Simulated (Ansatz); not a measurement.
# SnPt (model cell, started as zinc blende): following an unstable mode, part 2 of 2

Which phase does SnPt (model cell, started as zinc blende) fall into along its unstable mode, and how much energy does it gain?

Ansatz 0.2.0; DFT LDA, scalar-relativistic, plane waves, PAW.

So far, highest frequency on the path or at a solved wavevector (cm⁻¹): step 2 (phonons on a q mesh) 193. Also lowest frequency on the path (cm⁻¹): step 2 -22.9.

The structure was built from a prototype and need not be the compound's stable phase.

### 5. Energy along the mode, all amplitudes (two of the runs are shown above)

An imaginary frequency means negative curvature, so the energy should fall and then rise again as anharmonic terms take over.

This step gave:

* depth at the lowest point sampled: 3.738 meV/atom
* largest atomic shift at that point: 0.32 Å

The energy from the parent by largest atomic shift:

```tsv
largest atomic shift (Å)	energy from the parent (meV/atom)
0.000	0
0.040	-0.103
0.080	-0.403
0.140	-1.15
0.220	-2.45
0.320	-3.74
0.450	-3.03
0.600	4.12
```

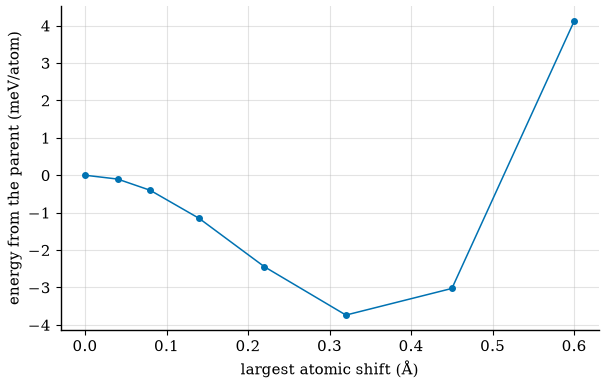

Energy from the parent, plotted against largest atomic shift.

Displacement at unit largest shift by atom:

```tsv
atom	x (Å)	y (Å)	z (Å)	size
Pt1	-0.44	0.00	0.44	0.62
Pt2	0.44	0.00	-0.44	0.62
Pt3	-0.44	0.00	-0.44	0.62
Pt4	0.44	0.00	0.44	0.62
Sn5	0.00	0.00	0.00	0.00
Sn6	0.00	0.00	0.00	0.00
Sn7	0.00	-1.00	0.00	1.00
Sn8	0.00	1.00	0.00	1.00
```

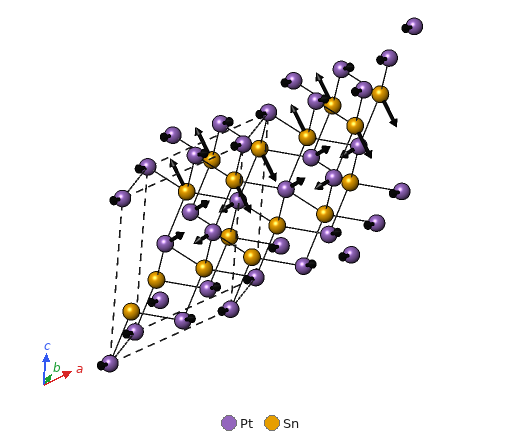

Displacement at unit largest shift as arrows, the longest 1 Å. Bonds to atoms that aren't drawn are left out. 2×2×1 cells are drawn. Some periodic images of atoms are drawn too.

The lowest of the steps tried is at 0.32 Å, 3.74 meV/atom below the parent; the bottom of the well need not coincide with a step.

### 6. Relaxation from the frozen mode

Starting from the lowest point found, all atoms and the cell are let go, so that strain and other modes of the same symmetry can join in.

File input.yaml:

```yaml
crystal:
  lattice:
    - [0.0, 0.0, -5.9066587008]
    - [5.9066587008, 0.0, 0.0]
    - [2.9533293504, -5.9066587008, -2.9533293504]
  atoms:
    - { symbol: Pt, position: [0.7260899749, 0.2260899749, 0.5] }
    - { symbol: Pt, position: [0.2739100251, 0.7739100251, 0.5] }
    - { symbol: Pt, position: [0.5239100251, 0.4760899749, 0.0] }
    - { symbol: Pt, position: [-0.0239100251, 0.0239100251, 0.0] }
    - { symbol: Sn, position: [0.625, 0.625, 0.25] }
    - { symbol: Sn, position: [0.125, 0.125, 0.25] }
    - { symbol: Sn, position: [0.3479119274, 0.8479119274, 0.8041761453] }
    - { symbol: Sn, position: [0.9020880726, 0.4020880726, 0.6958238547] }
kpoints:
  mp_grid: { grid: [6, 6, 6] }
hamiltonian:
  xc: lda
scf:
  occupations: { method: methfessel_paxton, width: 0.15 }
output:
  forces: true
  stress: true
  eigenvalues: true
relax:
  adjacent_minimum: "off"
  f_tol: 0.002
  max_steps: 120
  cell: { stress_tol: 0.03 }
```

Launch:

```sh
ansatz run input.yaml --threads 4 --pin off --max-ram 7168MiB --backend cpu --events-out ev --progress --plain --runs-dir out
```

Numbers of over 12 decimals in the logs are rounded to 6 here.

The program printed:

```text
[...]
Crystal: 8 atoms, lattice volume = 206.075 Å³
Basis set: ecut = 420 eV, 4035 PW (Γ)
Bands: 77, of which v1, the nominal top of the filled ones, is band 64 counted from 1 (63 counted from 0)
Symmetry: 8 space group operations
[...]
k-points: 30 of 216 (time reversal used)
[...]
SCF iter   1: F=—  HF=-72498.287450 eV  |F-HF|=—  |Δ(HF+E_count)|=         —  Δρ=5.71e-3  dr2=3.99e-2  ethr=1.77e-3  ⟨swp⟩=6.2  Hψ=8623  notcnv=0  defer=12
[...]
SCF iter   7: F=-72498.272150 eV  HF=-72498.272150 eV  |F-HF|=2.88e-8  |Δ(HF+E_count)|=   1.34e-7  S|Δr|=    0.00e0  Δρ=3.19e-6  dr2=4.12e-8  ethr=7.81e-11  ⟨swp⟩=11.1  Hψ=11415  notcnv=0
SCF 1 converged in 7 iterations: F = -72498.272150 eV  dr2 = 4.12e-8
[...]
relax step   1: F+E_penalty+E_count = -72498.27214955 eV  Δ(F+E_penalty+E_count) = +0.000e0 eV  max|allowed force component| = 9.111e-2 eV/Å  Δτ_max = 0.0000 Å  P = -1.930 GPa  Ω = 206.075 Å³  (7 SCF iters, dr2 threshold 1.00e-7 eV, accepted)
Crystal: 8 atoms, lattice volume = 196.290 Å³
Basis set: ecut = 420 eV, 3835 PW (Γ)
[...]
SCF iter   6: F=-72498.358573 eV  HF=-72498.358573 eV  |F-HF|=2.18e-7  |Δ(HF+E_count)|=   3.27e-7  S|Δr|=    0.00e0  Δρ=1.34e-5  dr2=4.30e-7  ethr=6.25e-10  ⟨swp⟩=7.8  Hψ=9748  notcnv=0
SCF 2 converged in 6 iterations: F = -72498.358573 eV  dr2 = 4.30e-7
[...]
relax step   2: F+E_penalty+E_count = -72498.35857316 eV  Δ(F+E_penalty+E_count) = -8.642e-2 eV  max|allowed force component| = 3.395e-1 eV/Å  Δτ_max = 0.0522 Å  P = +1.961 GPa  Ω = 196.290 Å³  energy of the carried Pulay correction = +3.947e-3 eV  (6 SCF iters, dr2 threshold 8.00e-7 eV, accepted)
Crystal: 8 atoms, lattice volume = 185.604 Å³
Basis set: ecut = 420 eV, 3597 PW (Γ)
[...]
SCF iter   8: F=-72498.819634 eV  HF=-72498.819635 eV  |F-HF|=9.64e-8  |Δ(HF+E_count)|=   5.01e-7  S|Δr|=    0.00e0  Δρ=7.58e-6  dr2=2.07e-7  ethr=6.25e-10  ⟨swp⟩=7.2  Hψ=9268  notcnv=0
SCF 3 converged in 8 iterations: F = -72498.819634 eV  dr2 = 2.07e-7
[...]
relax step   3: F+E_penalty+E_count = -72498.81963449 eV  Δ(F+E_penalty+E_count) = -4.611e-1 eV  max|allowed force component| = 5.432e-1 eV/Å  Δτ_max = 0.1956 Å  P = +3.123 GPa  Ω = 185.604 Å³  energy of the carried Pulay correction = +8.484e-3 eV  (8 SCF iters, dr2 threshold 8.00e-7 eV, accepted)
[... from here on, the SCF cycles and remarks between the steps are left out ...]
relax step   4: F+E_penalty+E_count = -72499.42935699 eV  Δ(F+E_penalty+E_count) = -6.097e-1 eV  max|allowed force component| = 2.739e-1 eV/Å  Δτ_max = 0.1938 Å  P = +4.977 GPa  Ω = 175.004 Å³  energy of the carried Pulay correction = +1.324e-2 eV  (8 SCF iters, dr2 threshold 8.00e-7 eV, accepted)
relax step   5: F+E_penalty+E_count = -72499.54704663 eV  Δ(F+E_penalty+E_count) = -1.177e-1 eV  max|allowed force component| = 1.460e-1 eV/Å  Δτ_max = 0.0406 Å  P = -0.705 GPa  Ω = 182.945 Å³  energy of the carried Pulay correction = +9.651e-3 eV  (6 SCF iters, dr2 threshold 8.00e-7 eV, accepted)
relax step   6: F+E_penalty+E_count = -72499.57246384 eV  Δ(F+E_penalty+E_count) = -2.542e-2 eV  max|allowed force component| = 2.921e-1 eV/Å  Δτ_max = 0.1171 Å  P = -0.524 GPa  Ω = 184.340 Å³  energy of the carried Pulay correction = +9.037e-3 eV  (6 SCF iters, dr2 threshold 8.00e-7 eV, accepted)
relax step   7: F+E_penalty+E_count = -72499.59035215 eV  Δ(F+E_penalty+E_count) = -1.789e-2 eV  max|allowed force component| = 2.121e-2 eV/Å  Δτ_max = 0.0401 Å  P = -0.026 GPa  Ω = 182.811 Å³  energy of the carried Pulay correction = +9.711e-3 eV  (5 SCF iters, dr2 threshold 8.00e-7 eV, accepted)
relax step   8: F+E_penalty+E_count = -72499.59058745 eV  Δ(F+E_penalty+E_count) = -2.353e-4 eV  max|allowed force component| = 2.393e-3 eV/Å  Δτ_max = 0.0054 Å  P = -0.002 GPa  Ω = 182.712 Å³  energy of the carried Pulay correction = +9.754e-3 eV  (5 SCF iters, dr2 threshold 2.81e-8 eV, accepted)
relax step   9: F+E_penalty+E_count = -72499.59059496 eV  Δ(F+E_penalty+E_count) = -7.505e-6 eV  max|allowed force component| = 1.188e-3 eV/Å  Δτ_max = 0.0005 Å  P = +0.005 GPa  Ω = 182.701 Å³  energy of the carried Pulay correction = +9.759e-3 eV  (6 SCF iters, dr2 threshold 3.58e-10 eV, accepted)
relax step  10: F+E_penalty+E_count = -72499.59038083 eV  Δ(F+E_penalty+E_count) = +2.141e-4 eV  max|allowed force component| = 1.847e-3 eV/Å  Δτ_max = 0.0000 Å  P = +0.020 GPa  Ω = 182.701 Å³  stress off target by 1.38e-1 GPa  SCF on the basis re-selected at this cell (its energy is not comparable with the rows above)  (7 SCF iters)
relax step  11: F+E_penalty+E_count = -72499.59062210 eV  Δ(F+E_penalty+E_count) = -2.413e-4 eV  max|allowed force component| = 6.798e-4 eV/Å  Δτ_max = 0.0040 Å  P = +0.004 GPa  Ω = 182.743 Å³  energy of the carried Pulay correction = -2.718e-5 eV  (5 SCF iters, dr2 threshold 4.76e-8 eV, accepted)
[...]
SCF iter   5: F=-72499.590677 eV  HF=-72499.590677 eV  |F-HF|=0.00e0  |Δ(HF+E_count)|=  5.82e-11  S|Δr|=    0.00e0  Δρ=9.32e-8  dr2=1.52e-11  ethr=1.00e-12  ⟨swp⟩=6.5  Hψ=11560  notcnv=0
SCF 12 converged in 5 iterations: F = -72499.590677 eV  dr2 = 1.52e-11
relax step  12: F+E_penalty+E_count = -72499.59067670 eV  Δ(F+E_penalty+E_count) = -5.460e-5 eV  max|allowed force component| = 6.668e-4 eV/Å  Δτ_max = 0.0000 Å  P = +0.004 GPa  Ω = 182.743 Å³  stress off target by 1.86e-2 GPa  SCF on the basis re-selected at this cell (its energy is not comparable with the rows above)  (5 SCF iters)
basis re-selected at this cell: Δ(F+E_penalty+E_count) = -5.460e-5 eV, ΔP = -0.000 GPa vs the last step (what re-selecting the basis moved, of the pressure what is left beyond the Pulay correction that the steps carried, after the strain that the cell walked since its last selection, with what the two solves' SCF thresholds leave and, on support functions, any second-order correction that the steps lacked; it is no m [...]
SCF converged after 5 iterations
[...]
Free energy (F): -72499.590677 eV
[...]
Internal energy: -72499.587561 eV  (E = F + TS)
E sigma→0 (E₀):  -72499.589898 eV
Entropy (-TS):   -0.003116 eV (-0.390 meV/atom)
Fermi energy:    13.084526 eV
[...]
--- Forces (eV/Å), atoms counted from 1 ---
  atom   1  Pt     0.00052300     0.00066679    -0.00052300
  atom   2  Pt    -0.00052300     0.00066679     0.00052300
  atom   3  Pt     0.00052300    -0.00066679     0.00052300
  atom   4  Pt    -0.00052300    -0.00066679    -0.00052300
  atom   5  Sn     0.00000000    -0.00000000     0.00000000
  atom   6  Sn     0.00000000    -0.00000000     0.00000000
  atom   7  Sn     0.00000000     0.00026491     0.00000000
  atom   8  Sn     0.00000000    -0.00026491     0.00000000
  max |Σ_I F_I| component: 2.07e-16 eV/Å
--- Stress (GPa, compression-positive) ---
       -0.003065       0.000000      -0.000000
        0.000000       0.018648       0.000000
       -0.000000       0.000000      -0.003065
  P = ⅓ Tr σ = 0.0042 GPa (0.042 kbar)
--- Band table (eV; the first three rows and the last of 30) ---
  k-point 0: bands = [... 60 lower, 11.3937, 11.3937, 11.6933, 12.6133, 13.4745, 13.4745, 13.9473, 15.8274, ... 9 higher]
  k-point 1: bands = [... 60 lower, 11.3800, 11.3800, 11.9350, 12.5023, 13.5534, 13.5534, 14.1486, 15.8505, ... 9 higher]
  k-point 2: bands = [... 60 lower, 11.3385, 12.0271, 12.3307, 12.3503, 13.7549, 13.7549, 14.5310, 14.8662, ... 9 higher]
  k-point 29: bands = [... 60 lower, 11.0692, 11.2234, 11.2716, 11.6776, 12.9469, 13.9643, 14.0912, 15.1086, ... 9 higher]
--- Relaxed structure (10 steps of the walk, 10 accepted, 2 SCFs on fresh bases) ---
  F+E_penalty+E_count = -72499.59067670 eV   max|allowed force component| = 6.668e-4 eV/Å   (the final SCF, on the basis selected at the relaxed cell)
  cell:  # Å, volume = 182.7434 Å³
    - [0.0, 0, -5.293073]
    - [5.293073, 0, 0.0]
    - [2.646536, -6.522679, -2.646536]
  atoms:
    - { symbol: Pt, position: [0.674439, 0.174439, 0.504123] }
    - { symbol: Pt, position: [0.321438, 0.821438, 0.504123] }
    - { symbol: Pt, position: [0.575561, 0.428562, -0.00412304] }
    - { symbol: Pt, position: [-0.071438, 0.075561, -0.00412304] }
    - { symbol: Sn, position: [0.625000, 0.625000, 0.250000] }
    - { symbol: Sn, position: [0.125000, 0.125000, 0.250000] }
    - { symbol: Sn, position: [0.319373, 0.819373, 0.861254] }
    - { symbol: Sn, position: [0.930627, 0.430627, 0.638746] }
```

It took 2 min on 4 threads of Arm Neoverse V2, shared host; peak memory 0.8 GiB.

The steps of the relaxation:

```tsv
step	energy less that of the first step (eV)	largest force component (eV/Å)	pressure (GPa)	volume (Å³)
1	0.0000	0.0911	-1.93	206.08
2	-0.0864	0.3395	1.96	196.29
3	-0.5475	0.5432	3.12	185.60
4	-1.1572	0.2739	4.98	175.00
5	-1.2749	0.1460	-0.71	182.94
6	-1.3003	0.2921	-0.52	184.34
7	-1.3182	0.0212	-0.03	182.81
8	-1.3184	0.0024	0.00	182.71
9	-1.3184	0.0012	0.00	182.70
10*	-1.3182	0.0018	0.02	182.70
11	-1.3185	0.0007	0.00	182.74
12*	-1.3185	0.0007	0.00	182.74
```

Relaxation steps marked * repeat the geometry before them on a plane-wave basis chosen anew for their cell, so energy and pressure can jump there.

The run keeps the 8 symmetry operations that it works with, so distortions that break them were not tested.

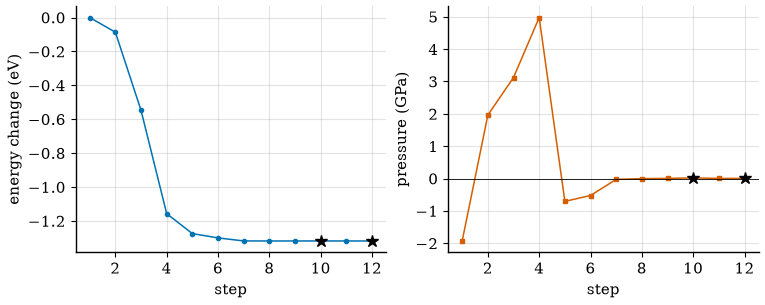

Energy and pressure along the relaxation. Stars mark steps on a basis chosen anew.

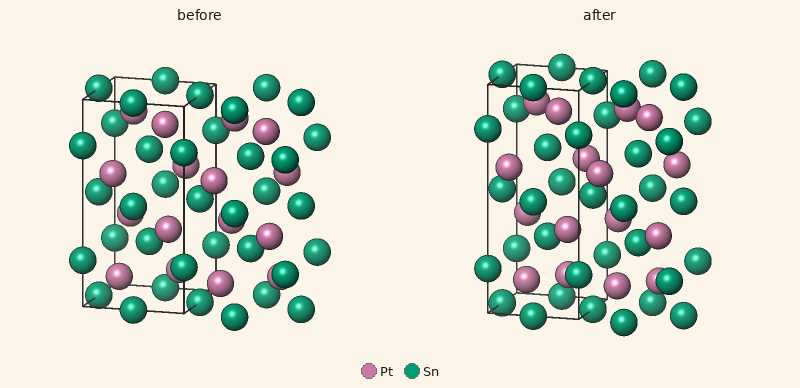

Before and after, at one scale.

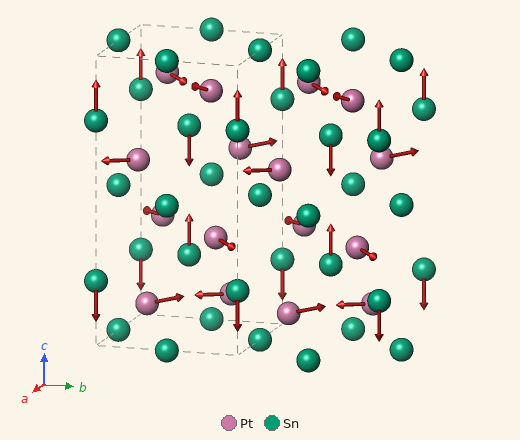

Displacements in the relaxation, exaggerated, measured against the changing cell; the longest in the cell stands for 0.37 Å. 1×2×1 conventional cells are drawn. Some periodic images of atoms are drawn too.

```tsv
conventional cell, symmetrised	before	after	change
a (Å)	5.907	5.293	-10.4 %
b (Å)	5.907	5.293	-10.4 %
c (Å)	11.813	13.045	+10.4 %
volume (Å³/atom)	25.76	22.84	-11.3 %
```

The atoms that moved most (Å, as changes of fractional coordinates times the final cell):

```tsv
atom	dx	dy	dz	length
Sn8	0.000	0.372	0.000	0.372
Sn7	0.000	-0.372	0.000	0.372
Pt3	-0.262	0.027	-0.262	0.372
Pt4	0.262	0.027	0.262	0.372
Pt2	0.262	-0.027	-0.262	0.372
Pt1	-0.262	-0.027	0.262	0.372
```

This step gave:

| Property | Result |
| --- | --- |
| pressure | 0.004172 GPa |
| volume per atom | 22.84 Å³ |

The distorted start has space group I-42m; the relaxation ends in I-42m.

### 7. The new phase in its own primitive cell

The relaxed structure is symmetrised, reduced to its primitive cell and relaxed tightly, as its phonons need.

File input.yaml:

```yaml
crystal:
  lattice:
    - [-2.6465363814, 2.6465363814, 6.5226793107]
    - [2.6465363814, -2.6465363814, 6.5226793107]
    - [2.6465363814, 2.6465363814, -6.5226793107]
  atoms:
    - { symbol: Pt, position: [0.8035623781, 0.4505606572, 0.0] }
    - { symbol: Pt, position: [0.4505606572, 0.8035623781, 0.0] }
    - { symbol: Pt, position: [0.1964376219, 0.1964376219, 0.6469982791] }
    - { symbol: Pt, position: [0.5494393428, 0.5494393428, 0.3530017209] }
    - { symbol: Sn, position: [0.5, 0.0, 0.5] }
    - { symbol: Sn, position: [0.0, 0.5, 0.5] }
    - { symbol: Sn, position: [0.8056271001, 0.8056271001, 0.0] }
    - { symbol: Sn, position: [0.1943728999, 0.1943728999, 0.0] }
kpoints:
  mp_grid: { grid: [8, 8, 8] }
hamiltonian:
  xc: lda
scf:
  occupations: { method: methfessel_paxton, width: 0.15 }
output:
  forces: true
  stress: true
  eigenvalues: true
relax:
  adjacent_minimum: "off"
  f_tol: 0.001
  max_steps: 60
  cell: { stress_tol: 0.01 }
```

The program printed:

```text
[...]
- [2.642713, 2.642713, -6.542465]
  atoms:
    - { symbol: Pt, position: [0.803796, 0.450357, 0.0] }
    - { symbol: Pt, position: [0.450357, 0.803796, 0.0] }
    - { symbol: Pt, position: [0.196204, 0.196204, 0.646561] }
    - { symbol: Pt, position: [0.549643, 0.549643, 0.353439] }
    - { symbol: Sn, position: [0.5, 0, 0.5] }
    - { symbol: Sn, position: [0, 0.5, 0.5] }
    - { symbol: Sn, position: [0.805105, 0.805105, 0] }
    - { symbol: Sn, position: [0.194895, 0.194895, 0] }
[key lines of the parts left out:]
SCF converged after 6 iterations
Free energy (F): -72499.600465 eV
Fermi energy:    13.046967 eV
P = ⅓ Tr σ = 0.0047 GPa (0.047 kbar)
```

Run time: 94 s. Hardware: 4 threads; peak memory 0.94 GiB.

The steps of the relaxation:

```tsv
step	energy less that of the first step (eV)	largest force component (eV/Å)	pressure (GPa)	volume (Å³)
1	0.0000	0.0134	0.00	182.74
2	-0.0003	0.0137	0.00	182.77
3	-0.0003	0.0012	-0.01	182.80
4	-0.0003	0.0002	0.00	182.77
5*	-0.0004	0.0002	0.00	182.77
```

Relaxation steps marked * repeat the geometry before them on a plane-wave basis chosen anew for their cell, so energy and pressure can jump there.

Forces are held to the 8 operations that the run works with; a distortion that breaks them can't arise in this run.

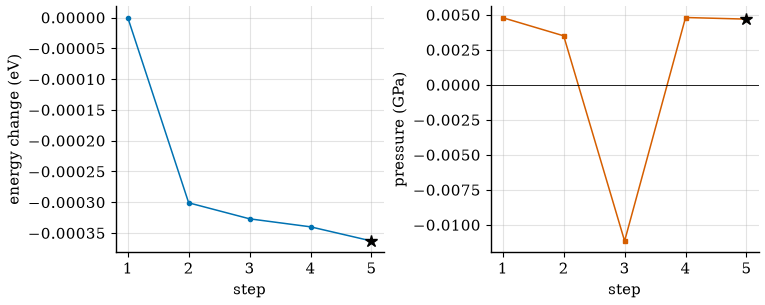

Energy and pressure along the relaxation. Stars mark steps on a basis chosen anew.

```tsv
conventional cell, symmetrised	before	after	change
a (Å)	5.293	5.285	-0.1 %
b (Å)	5.293	5.285	-0.1 %
c (Å)	13.045	13.085	+0.3 %
volume (Å³/atom)	22.84	22.85	+0.0 %
```

Final coordinates:

```cif
data_structure
_symmetry_space_group_name_H-M 'P 1'
_symmetry_Int_Tables_number 1
_cell_length_a 7.5347
_cell_length_b 7.5347
_cell_length_c 7.5347
_cell_angle_alpha 138.935
_cell_angle_beta 138.935
_cell_angle_gamma 59.474
_cell_volume 182.77
loop_
_atom_site_label
_atom_site_type_symbol
_atom_site_fract_x
_atom_site_fract_y
_atom_site_fract_z
_atom_site_occupancy
Pt1 Pt 0.80380 0.45036 0.00000 1
Pt2 Pt 0.45036 0.80380 0.00000 1
Pt3 Pt 0.19620 0.19620 0.64656 1
Pt4 Pt 0.54964 0.54964 0.35344 1
Sn5 Sn 0.50000 0.00000 0.50000 1
Sn6 Sn 0.00000 0.50000 0.50000 1
Sn7 Sn 0.80511 0.80511 0.00000 1
Sn8 Sn 0.19489 0.19489 0.00000 1
```

Numbers from this step:

```
pressure        : 0.004691 GPa
volume per atom : 22.85 Å³
```

The largest force component left is 0.17 meV/Å and the pressure is 0.005 GPa, within the tolerances set. The cell now holds 22.85 Å³/atom.

### 8. What came out

```json
{
 "unstable mode of the parent": "q = (0.25, -0.5, -0.25), 23i cm⁻¹",
 "depth at the lowest point sampled": "3.74 meV/atom",
 "largest atomic shift at that point": "0.32 Å",
 "space group reached (within 0.01 Å)": "I-42m",
 "energy gained over the parent (first relaxation, on the mesh of the frozen mode)": "169 meV/atom",
 "volume per atom, phase reached": "22.8 Å³"
}
```

In words: Along this mode the structure falls into I-42m, 169 meV/atom below the parent. At the parent's cell the well is 3.738 meV/atom deep on the steps tried, with its lowest point at a shift of 0.32 Å. Relaxing atoms and cell changes the gain by +164.87 meV/atom against the lowest step (energies at zero smearing). Most of the total comes from this relaxation. The modes of the phase reached were not computed on this path. Of the 4 patterns followed to their end from this parent, this one ends 401 meV/atom above the lowest, P6_3/mmc. Each path keeps the symmetry of its pattern, so a lower phase may lie along a pattern not tried. With no gap, or one that is small against the smearing, the frequencies hang on the k mesh and the smearing, most of all near Kohn anomalies. Spin-orbit coupling is left out, which can matter for the heavy elements here. The starting cell was built on a prototype and not taken from a measurement, so the phase need not exist.

[Logs are printed without paths, hosts, clocks, repeated set-up lines and the standing remarks that a program may print on its own settings, such as how far it seeks lower states.]

[Hosts, paths, dates, database ids (printed as entryN), source tags and the programs' standing remarks are cut or masked in the printed files.]
